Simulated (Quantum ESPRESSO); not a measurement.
# GeRh: parallel moments in the primitive cell

Wanted: the size of the moments of GeRh in the parallel state.

Method: PBEsol; plane waves with GBRV 1.5 PBEsol potentials, no spin-orbit coupling, in Quantum ESPRESSO 7.5.

**1. The structure**

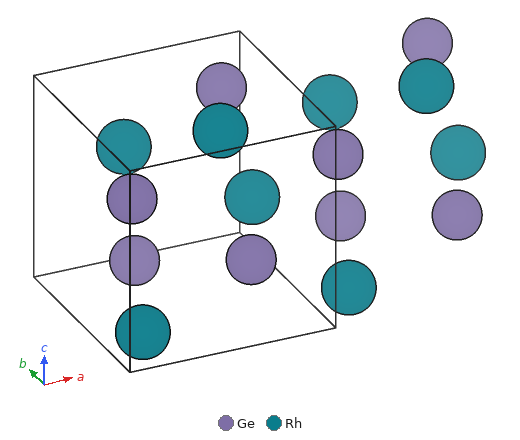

The starting structure, seen from a free direction (germanium purple, rhodium blue). 2×1×1 cells are drawn.

The cell comes from Materials Project 2023-11-01, a database of computed structures, and need not be the stable phase.

**2. Run 1 (ferro ++++)**

The signs are those of the starting moments on the seeded atoms, the atoms that are given a moment.

pw.in reads:

```
&CONTROL
  calculation = 'scf'
  prefix = 'pwscf'
  outdir = './tmp'
  pseudo_dir = './pseudo'
  disk_io = 'nowf'
/
&SYSTEM
  ibrav = 0
  celldm(1) = 8
  nat = 8
  ntyp = 2
  ecutwfc = 40
  ecutrho = 280
  nbnd = 74
  occupations = 'smearing'
  smearing = 'fd'
  degauss = 0.00367493
  nspin = 2
  starting_magnetization(1) = 0
  starting_magnetization(2) = 0.0667
/
&ELECTRONS
  conv_thr = 1.6d-08
  electron_maxstep = 150
  mixing_beta = 0.3
/
ATOMIC_SPECIES
Ge     72.6300 ge_pbesol_v1.4.uspp.F.UPF
Rh    102.9055 rh_pbesol_v1.4.uspp.F.UPF
CELL_PARAMETERS alat
   1.1594388724772    0.0000000000000    0.0000000000000
   0.0000000000000    1.1594388724772    0.0000000000000
   0.0000000000000    0.0000000000000    1.1594388724772
ATOMIC_POSITIONS crystal
Ge      0.1662818700    0.3337181300    0.6662818700
Ge      0.3337181300    0.6662818700    0.1662818700
Ge      0.6662818700    0.1662818700    0.3337181300
Ge      0.8337181300    0.8337181300    0.8337181300
Rh      0.8822094400    0.6177905600    0.3822094400
Rh      0.6177905600    0.3822094400    0.8822094400
Rh      0.3822094400    0.8822094400    0.6177905600
Rh      0.1177905600    0.1177905600    0.1177905600
K_POINTS automatic
10 10 10 0 0 0
```

Run with:

```sh
$ OMP_NUM_THREADS=1 mpirun -n 4 pw.x -nk 4 -in pw.in > pw.out
```

The program printed:

```text
Program PWSCF v.7.5 starts

     Message from routine setup:
     using ibrav=0 with symmetry is DISCOURAGED, use correct ibrav instead

     K-points division:     npool     =       4
     Subspace diagonalization in iterative solution of the eigenvalue problem:

     G-vector sticks info
     --------------------
     sticks:   dense  smooth     PW     G-vecs:    dense   smooth      PW
     Sum        1917    1093    333                63077    27201    4457

     Using Slab Decomposition

     bravais-lattice index     =            0
     lattice parameter (alat)  =       8.0000  a.u.
     unit-cell volume          =     798.0196 (a.u.)^3
     number of atoms/cell      =            8
     number of atomic types    =            2
     number of electrons       =       116.00
     number of Kohn-Sham states=           74
     kinetic-energy cutoff     =      40.0000  Ry
     charge density cutoff     =     280.0000  Ry
     scf convergence threshold =      1.6E-08
     mixing beta               =       0.3000
     number of iterations used =            8  plain     mixing
     Exchange-correlation= SLA  PW   PSX  PSC
                           (   1   4  10   8   0   0   0)

     celldm(1)=   8.000000  celldm(2)=   0.000000  celldm(3)=   0.000000
     celldm(4)=   0.000000  celldm(5)=   0.000000  celldm(6)=   0.000000

     crystal axes: (cart. coord. in units of alat)
               a(1) = (   1.159439   0.000000   0.000000 )
               a(2) = (   0.000000   1.159439   0.000000 )
               a(3) = (   0.000000   0.000000   1.159439 )

     reciprocal axes: (cart. coord. in units 2 pi/alat)
               b(1) = (  0.862486  0.000000  0.000000 )
               b(2) = (  0.000000  0.862486  0.000000 )
               b(3) = (  0.000000  0.000000  0.862486 )

     PseudoPot. # 1 for Ge read from file:
     ge_pbesol_v1.4.uspp.F.UPF
     Pseudo is Ultrasoft + core correction, Zval = 14.0
     Generated by new atomic code, or converted to UPF format
     Using radial grid of  873 points,  6 beta functions with:
                l(1) =   0
                l(2) =   0
                l(3) =   1
                l(4) =   1
                l(5) =   2
                l(6) =   2
     Q(r) pseudized with  8 coefficients,  rinner =    1.400   1.400   1.400
                                                       1.400   1.400

     PseudoPot. # 2 for Rh read from file:
     rh_pbesol_v1.4.uspp.F.UPF
     Pseudo is Ultrasoft + core correction, Zval = 15.0
     Generated by new atomic code, or converted to UPF format
     Using radial grid of  969 points,  7 beta functions with:
                l(1) =   0
                l(2) =   0
                l(3) =   1
                l(4) =   1
                l(5) =   2
                l(6) =   2
                l(7) =   2
     Q(r) pseudized with  8 coefficients,  rinner =    1.200   1.200   1.200
                                                       1.200   1.200

     atomic species   valence    mass     pseudopotential
     Ge               14.00    72.63000     Ge( 1.00)
     Rh               15.00   102.90550     Rh( 1.00)

     Starting magnetic structure
     atomic species   magnetization
     Ge              0.000
     Rh              0.067

     12 Sym. Ops. (no inversion) found ( 9 have fractional translation)

   Cartesian axes

     site n.     atom                  positions (alat units)
         1        Ge     tau(   1) = (   0.1927937   0.3869258   0.7725131  )
         2        Ge     tau(   2) = (   0.3869258   0.7725131   0.1927937  )
         3        Ge     tau(   3) = (   0.7725131   0.1927937   0.3869258  )
         4        Ge     tau(   4) = (   0.9666452   0.9666452   0.9666452  )
         5        Rh     tau(   5) = (   1.0228679   0.7162904   0.4431485  )
         6        Rh     tau(   6) = (   0.7162904   0.4431485   1.0228679  )
         7        Rh     tau(   7) = (   0.4431485   1.0228679   0.7162904  )
         8        Rh     tau(   8) = (   0.1365710   0.1365710   0.1365710  )

     number of k points=    76  Fermi-Dirac smearing, width (Ry)=  0.0037
                       cart. coord. in units 2pi/alat
        k(    1) = (   0.0000000   0.0000000   0.0000000), wk =   0.0010000
        k(    2) = (   0.0000000   0.0000000   0.0862486), wk =   0.0060000
        k(    3) = (   0.0000000   0.0000000   0.1724972), wk =   0.0060000
        k(    4) = (   0.0000000   0.0000000   0.2587459), wk =   0.0060000
        k(    5) = (   0.0000000   0.0000000   0.3449945), wk =   0.0060000
        [... 71 further k-points ...]

     Dense  grid:    63077 G-vectors     FFT dimensions: (  50,  50,  50)

     Smooth grid:    27201 G-vectors     FFT dimensions: (  40,  40,  40)

     Generating pointlists ...
     new r_m :   0.2353 (alat units)  1.8826 (a.u.) for type    1
     new r_m :   0.2353 (alat units)  1.8826 (a.u.) for type    2

     Initial potential from superposition of free atoms

     starting charge     113.9964, renormalised to     116.0000

     negative rho (up, down):  1.200E-01 1.049E-01
     Starting wfcs are   84 randomized atomic wfcs

     Self-consistent Calculation

     iteration #  1     ecut=    40.00 Ry     beta= 0.30
     Davidson diagonalization with overlap
     ethr =  1.00E-02,  avg # of iterations =  3.3

     negative rho (up, down):  1.187E-01 1.088E-01

     total energy              =   -1537.68610752 Ry
     estimated scf accuracy    <       1.16136381 Ry

     total magnetization       =     0.39 Bohr mag/cell
     absolute magnetization    =     0.95 Bohr mag/cell

     iteration #  2     ecut=    40.00 Ry     beta= 0.30
     Davidson diagonalization with overlap
     ethr =  1.00E-03,  avg # of iterations =  1.2

     negative rho (up, down):  1.170E-01 1.119E-01

     total energy              =   -1537.69762648 Ry
     estimated scf accuracy    <       0.22991564 Ry

     total magnetization       =     0.29 Bohr mag/cell
     absolute magnetization    =     0.74 Bohr mag/cell

     iteration #  3     ecut=    40.00 Ry     beta= 0.30
     Davidson diagonalization with overlap
     ethr =  1.98E-04,  avg # of iterations =  2.7

     negative rho (up, down):  1.161E-01 1.140E-01

     total energy              =   -1537.71944598 Ry
     estimated scf accuracy    <       0.03578837 Ry

     total magnetization       =     0.19 Bohr mag/cell
     absolute magnetization    =     0.55 Bohr mag/cell

     [... further iterations left out ...]

     iteration #  8     ecut=    40.00 Ry     beta= 0.30
     Davidson diagonalization with overlap
     ethr =  1.11E-08,  avg # of iterations =  2.0

     negative rho (up, down):  1.156E-01 1.156E-01

     total energy              =   -1537.72776033 Ry
     estimated scf accuracy    <       0.00000283 Ry

     total magnetization       =     0.00 Bohr mag/cell
     absolute magnetization    =     0.01 Bohr mag/cell

     iteration #  9     ecut=    40.00 Ry     beta= 0.30
     Davidson diagonalization with overlap
     ethr =  2.44E-09,  avg # of iterations =  2.0

     negative rho (up, down):  1.156E-01 1.156E-01

     total energy              =   -1537.72776095 Ry
     estimated scf accuracy    <       0.00000025 Ry

     total magnetization       =     0.00 Bohr mag/cell
     absolute magnetization    =     0.00 Bohr mag/cell

     iteration # 10     ecut=    40.00 Ry     beta= 0.30
     Davidson diagonalization with overlap
     ethr =  2.19E-10,  avg # of iterations =  2.2

     negative rho (up, down):  1.156E-01 1.156E-01

     total energy              =   -1537.72776108 Ry
     estimated scf accuracy    <       0.00000002 Ry

     total magnetization       =    -0.00 Bohr mag/cell
     absolute magnetization    =     0.00 Bohr mag/cell

     iteration # 11     ecut=    40.00 Ry     beta= 0.30
     Davidson diagonalization with overlap
     ethr =  1.49E-11,  avg # of iterations =  2.4

     negative rho (up, down):  1.156E-01 1.156E-01

     Magnetic moment per site  (integrated on atomic sphere of radius R)
     atom   1 (R=0.235)  charge= 11.7289  magn= -0.0000
     atom   2 (R=0.235)  charge= 11.7289  magn= -0.0000
     atom   3 (R=0.235)  charge= 11.7289  magn= -0.0000
     atom   4 (R=0.235)  charge= 11.7289  magn= -0.0000
     atom   5 (R=0.235)  charge= 12.4413  magn=  0.0001
     atom   6 (R=0.235)  charge= 12.4413  magn=  0.0001
     atom   7 (R=0.235)  charge= 12.4413  magn=  0.0001
     atom   8 (R=0.235)  charge= 12.4413  magn=  0.0001

     End of self-consistent calculation

     Number of k-points >= 100: set verbosity='high' to print the bands.

     the Fermi energy is    17.0816 ev

!    total energy              =   -1537.72776111 Ry
     estimated scf accuracy    <          7.0E-09 Ry
     smearing contrib. (-TS)   =      -0.00097392 Ry
     internal energy E=F+TS    =   -1537.72678719 Ry

     The total energy is F=E-TS. E is the sum of the following terms:
     one-electron contribution =    -531.50629070 Ry
     hartree contribution      =     380.28090348 Ry
     xc contribution           =    -350.45331913 Ry
     ewald contribution        =   -1036.04808084 Ry

     total magnetization       =     0.00 Bohr mag/cell
     absolute magnetization    =     0.00 Bohr mag/cell

     convergence has been achieved in  11 iterations

=------------------------------------------------------------------------------=
   JOB DONE.
=------------------------------------------------------------------------------=
```

Elapsed: 11 min, on 4 MPI ranks of Intel Xeon at 2.50GHz (Skylake/Cascade Lake), shared host; peak memory 1.2 GiB; 31 min of CPU time.

Spin moment in the atom's sphere by atom:

```csv
atom,spin moment in the atom's sphere (μB)
Ge1,0.0000
Ge2,0.0000
Ge3,0.0000
Ge4,0.0000
Rh5,0.0001
Rh6,0.0001
Rh7,0.0001
Rh8,0.0001
```

This step gave:

| Property | Result |
| --- | --- |
| smearing term TS | 0.01325 eV |
| magnetization | 0 μB |
| absolute magnetization | 0 μB |
| final state | non-magnetic |

**3. Start 2: ferro ++++**

pw.in is that of step 2.

The program printed:

```text
[banner, memory and clock lines left out]
Program PWSCF v.7.5 starts

     Message from routine setup:
     using ibrav=0 with symmetry is DISCOURAGED, use correct ibrav instead

     bravais-lattice index     =            0
     lattice parameter (alat)  =       8.0000  a.u.
     unit-cell volume          =     798.0196 (a.u.)^3
     number of atoms/cell      =            8
     number of atomic types    =            2
     number of electrons       =       116.00
     number of Kohn-Sham states=           74
     kinetic-energy cutoff     =      40.0000  Ry
     charge density cutoff     =     280.0000  Ry
     scf convergence threshold =      1.6E-08
     mixing beta               =       0.3000
     number of iterations used =            8  plain     mixing
     Exchange-correlation= SLA  PW   PSX  PSC
                           (   1   4  10   8   0   0   0)

     celldm(1)=   8.000000  celldm(2)=   0.000000  celldm(3)=   0.000000
     celldm(4)=   0.000000  celldm(5)=   0.000000  celldm(6)=   0.000000

     crystal axes: (cart. coord. in units of alat)
               a(1) = (   1.159439   0.000000   0.000000 )
               a(2) = (   0.000000   1.159439   0.000000 )
               a(3) = (   0.000000   0.000000   1.159439 )

     reciprocal axes: (cart. coord. in units 2 pi/alat)
               b(1) = (  0.862486  0.000000  0.000000 )
               b(2) = (  0.000000  0.862486  0.000000 )
               b(3) = (  0.000000  0.000000  0.862486 )

     PseudoPot. # 1 for Ge read from file:
     ge_pbesol_v1.4.uspp.F.UPF
     Pseudo is Ultrasoft + core correction, Zval = 14.0

     PseudoPot. # 2 for Rh read from file:
     rh_pbesol_v1.4.uspp.F.UPF
     Pseudo is Ultrasoft + core correction, Zval = 15.0

     atomic species   valence    mass     pseudopotential
     Ge               14.00    72.63000     Ge( 1.00)
     Rh               15.00   102.90550     Rh( 1.00)

     Starting magnetic structure
     atomic species   magnetization
     Ge              0.000
     Rh              0.067

     12 Sym. Ops. (no inversion) found ( 9 have fractional translation)

   Cartesian axes

     site n.     atom                  positions (alat units)
         1        Ge     tau(   1) = (   0.1927937   0.3869258   0.7725131  )
         2        Ge     tau(   2) = (   0.3869258   0.7725131   0.1927937  )
         3        Ge     tau(   3) = (   0.7725131   0.1927937   0.3869258  )
         4        Ge     tau(   4) = (   0.9666452   0.9666452   0.9666452  )
         5        Rh     tau(   5) = (   1.0228679   0.7162904   0.4431485  )
         6        Rh     tau(   6) = (   0.7162904   0.4431485   1.0228679  )
         7        Rh     tau(   7) = (   0.4431485   1.0228679   0.7162904  )
         8        Rh     tau(   8) = (   0.1365710   0.1365710   0.1365710  )

     number of k points=    76  Fermi-Dirac smearing, width (Ry)=  0.0037
                       cart. coord. in units 2pi/alat
        k(    1) = (   0.0000000   0.0000000   0.0000000), wk =   0.0010000
        k(    2) = (   0.0000000   0.0000000   0.0862486), wk =   0.0060000
        k(    3) = (   0.0000000   0.0000000   0.1724972), wk =   0.0060000
        k(    4) = (   0.0000000   0.0000000   0.2587459), wk =   0.0060000
        k(    5) = (   0.0000000   0.0000000   0.3449945), wk =   0.0060000
        [... 71 further k-points ...]

     Dense  grid:    63077 G-vectors     FFT dimensions: (  50,  50,  50)

     Smooth grid:    27201 G-vectors     FFT dimensions: (  40,  40,  40)

     Generating pointlists ...
     new r_m :   0.2353 (alat units)  1.8826 (a.u.) for type    1
     new r_m :   0.2353 (alat units)  1.8826 (a.u.) for type    2

     Initial potential from superposition of free atoms

     starting charge     113.9964, renormalised to     116.0000

     negative rho (up, down):  1.200E-01 1.049E-01
     Starting wfcs are   84 randomized atomic wfcs

     Self-consistent Calculation

     iteration #  1     ecut=    40.00 Ry     beta= 0.30
     Davidson diagonalization with overlap
     ethr =  1.00E-02,  avg # of iterations =  3.3

     negative rho (up, down):  1.187E-01 1.088E-01

     total energy              =   -1537.68610752 Ry
     estimated scf accuracy    <       1.16136381 Ry

     total magnetization       =     0.39 Bohr mag/cell
     absolute magnetization    =     0.95 Bohr mag/cell

     iteration #  2     ecut=    40.00 Ry     beta= 0.30
     Davidson diagonalization with overlap
     ethr =  1.00E-03,  avg # of iterations =  1.2

     negative rho (up, down):  1.170E-01 1.119E-01

     total energy              =   -1537.69762648 Ry
     estimated scf accuracy    <       0.22991564 Ry

     total magnetization       =     0.29 Bohr mag/cell
     absolute magnetization    =     0.74 Bohr mag/cell

     [... further iterations left out ...]

     iteration # 10     ecut=    40.00 Ry     beta= 0.30
     Davidson diagonalization with overlap
     ethr =  2.19E-10,  avg # of iterations =  2.2

     negative rho (up, down):  1.156E-01 1.156E-01

     total energy              =   -1537.72776108 Ry
     estimated scf accuracy    <       0.00000002 Ry

     total magnetization       =    -0.00 Bohr mag/cell
     absolute magnetization    =     0.00 Bohr mag/cell

     iteration # 11     ecut=    40.00 Ry     beta= 0.30
     Davidson diagonalization with overlap
     ethr =  1.49E-11,  avg # of iterations =  2.4

     negative rho (up, down):  1.156E-01 1.156E-01

     Magnetic moment per site  (integrated on atomic sphere of radius R)
     atom   1 (R=0.235)  charge= 11.7289  magn= -0.0000
     atom   2 (R=0.235)  charge= 11.7289  magn= -0.0000
     atom   3 (R=0.235)  charge= 11.7289  magn= -0.0000
     atom   4 (R=0.235)  charge= 11.7289  magn= -0.0000
     atom   5 (R=0.235)  charge= 12.4413  magn=  0.0001
     atom   6 (R=0.235)  charge= 12.4413  magn=  0.0001
     atom   7 (R=0.235)  charge= 12.4413  magn=  0.0001
     atom   8 (R=0.235)  charge= 12.4413  magn=  0.0001

     End of self-consistent calculation

     Number of k-points >= 100: set verbosity='high' to print the bands.

     the Fermi energy is    17.0816 ev

!    total energy              =   -1537.72776111 Ry
     estimated scf accuracy    <          7.0E-09 Ry
     smearing contrib. (-TS)   =      -0.00097392 Ry
     internal energy E=F+TS    =   -1537.72678719 Ry

     The total energy is F=E-TS. E is the sum of the following terms:
     one-electron contribution =    -531.50629070 Ry
     hartree contribution      =     380.28090348 Ry
     xc contribution           =    -350.45331913 Ry
     ewald contribution        =   -1036.04808084 Ry

     total magnetization       =     0.00 Bohr mag/cell
     absolute magnetization    =     0.00 Bohr mag/cell

     convergence has been achieved in  11 iterations
```

Elapsed: 9.6 min, on 4 MPI ranks; peak memory 1.3 GiB; 30 min of CPU time.

Spin moment in the atom's sphere by atom:

```csv
atom,spin moment in the atom's sphere (μB)
Ge1,0.0000
Ge2,0.0000
Ge3,0.0000
Ge4,0.0000
Rh5,0.0001
Rh6,0.0001
Rh7,0.0001
Rh8,0.0001
```

This step gave:

```yaml
smearing_term_ts: 0.01325 eV
magnetization: 0 μB
absolute_magnetization: 0 μB
final_state: non-magnetic
```

**4. Ranking**

An order is kept where moments of 0.15 μB or more survive with the typed signs; meshes match where a doubled cell samples the same k points as the first cell.

Orders:

```csv
start,final state,typed order kept,energy over the lowest (meV a seeded atom),largest site moment (μB),net moment (μB a cell of the first run),mesh matched,CPU time (s)
ferro ++++,non-magnetic,no,0,0,0,yes,1870
ferro ++++,non-magnetic,no,0,0,0,yes,1789
```

**5. Summary of results**

| Item | Value |
| --- | --- |
| state found | non-magnetic (from ferro ++++ and ferro ++++) |
| largest site moment | 0 μB |

What this shows: The lowest state carries no moment, and no start kept one. No opposed start was run, so this says nothing of the order that the crystal takes.

[Logs and program files are shortened in this print: banners, set-up blocks, solver, clock and traceback lines can be left out without a mark of their own.]

[Logs are printed without paths, hosts, clocks, repeated set-up lines and the standing remarks that a program may print on its own settings, such as how far it seeks lower states.]

[Hosts, paths, dates, database ids (printed as entryN), source tags and the programs' standing remarks are cut or masked in the printed files.]

[Where a cell is said to come from a database of computed structures, the database is the Materials Project.]
